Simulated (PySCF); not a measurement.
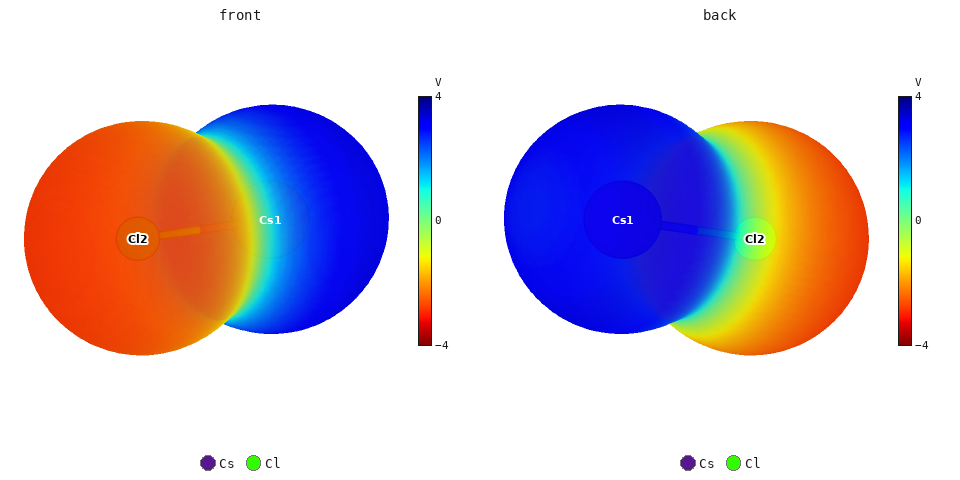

Figure. CsCl. The electrostatic potential painted on the density surface at 0.002 e/bohr³, seen from the front and from behind; red is negative and blue positive.

Core potentials replace the inner electrons of Cs.

All numbers below come from PySCF 2.14.0, PBE0/def2-SVPD, non-relativistic Hamiltonian with scalar-relativistic core potentials where named, at a bond length of 2.999 Å.

> Which sites attract a positive test charge, and which a negative one?

A positive charge is drawn to the negative regions and a negative charge to the positive ones. The most negative region (about −2.8 V, or −65 kcal/mol for a unit charge) lies over Cl2, the most positive (about +3.2 V, or +74 kcal/mol for a unit charge) over Cs1.
